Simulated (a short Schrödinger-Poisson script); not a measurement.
System: MOS inversion layer, SiO2 on p-type Si(100), at 300 K.

| layer | material | thickness (nm) | Na (cm⁻³) |
|---|---|---|---|
| 1 | SiO2 | 1.8 | - |
| 2 | Si | 1400 | 1e17 |

The device is made up for the run: typed textbook-type constants, with dimensions and the other settings drawn at random. SiO2: permittivity 3.9, conduction-band edge (eV) 3.15, gap (eV) 9, electron mass (mₑ) 0.5. Si: permittivity 11.7, conduction-band edge (eV) 0, gap (eV) 1.124, Nv at 300 K (cm⁻³) 3.1e19.

Channel valleys (confinement mass, in-plane density-of-states mass, number): Δ2 0.916, 0.19, 2; Δ4 0.19, 0.417, 4. At the gate the conduction-band edge of layer 1 lies 3.1 eV − eVg above the Fermi level of the channel; the field vanishes at the back. Gaps are held at their typed values at every temperature. Mesh 0.03 nm at interfaces.

From a short Schrödinger-Poisson script (our own, NumPy): 1D Poisson equation in equilibrium, electrons quantum, Hartree (BenDaniel-Duke, 12 states a valley, the channel's in-plane mass for all, wave functions free to enter the dielectric), parabolic valleys, classical holes, full ionisation, no traps, pinning or gate leakage.

Only gate voltages with over 1e8 electrons/cm² are shown.

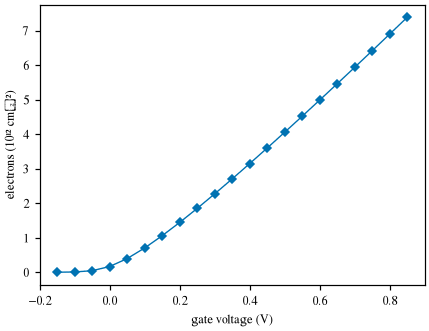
Fig. 1. Sheet density against gate voltage

| Vg (V) | electrons (cm⁻²) | C (μF/cm²) | Δ2 E0 (meV) | Δ2 E1 (meV) | Δ4 E0 (meV) | Δ4 E1 (meV) |
|---|---|---|---|---|---|---|
| -0.15 | 1.55e9 | 0.107 | 231.7 | 268.4 | 260.8 | 321.7 |
| -0.1 | 8.91e9 | 0.142 | 186.0 | 223.5 | 215.6 | 278.0 |
| -0.05 | 4.56e10 | 0.300 | 143.1 | 181.6 | 173.5 | 237.3 |
| 0 | 1.67e11 | 0.624 | 108.6 | 148.7 | 140.2 | 205.6 |
| 0.05 | 3.97e11 | 0.912 | 84.7 | 127.2 | 118.1 | 185.5 |
| 0.1 | 7.04e11 | 1.09 | 68.2 | 113.3 | 103.7 | 173.1 |
| 0.15 | 1.06e12 | 1.20 | 56.0 | 103.9 | 93.6 | 164.9 |
| 0.2 | 1.44e12 | 1.28 | 46.3 | 97.0 | 86.0 | 159.2 |
| 0.25 | 1.85e12 | 1.33 | 38.2 | 91.7 | 80.1 | 155.0 |
| 0.3 | 2.27e12 | 1.38 | 31.3 | 87.5 | 75.2 | 151.7 |
| 0.35 | 2.71e12 | 1.41 | 25.2 | 84.1 | 71.0 | 149.1 |
| 0.4 | 3.15e12 | 1.44 | 19.8 | 81.2 | 67.4 | 147.0 |
| 0.45 | 3.60e12 | 1.46 | 14.8 | 78.7 | 64.3 | 145.3 |
| 0.5 | 4.06e12 | 1.48 | 10.3 | 76.5 | 61.5 | 143.8 |
| 0.55 | 4.52e12 | 1.49 | 6.1 | 74.6 | 58.9 | 142.5 |
| 0.6 | 4.99e12 | 1.51 | 2.1 | 72.9 | 56.6 | 141.4 |
| 0.65 | 5.46e12 | 1.52 | -1.6 | 71.4 | 54.4 | 140.5 |
| 0.7 | 5.94e12 | 1.53 | -5.2 | 70.0 | 52.4 | 139.6 |
| 0.75 | 6.42e12 | 1.54 | -8.6 | 68.8 | 50.5 | 138.8 |
| 0.8 | 6.90e12 | 1.55 | -11.8 | 67.6 | 48.7 | 138.2 |
| 0.85 | 7.39e12 | 1.56 | -14.9 | 66.6 | 47.0 | 137.5 |

Subbands count from the Fermi level.
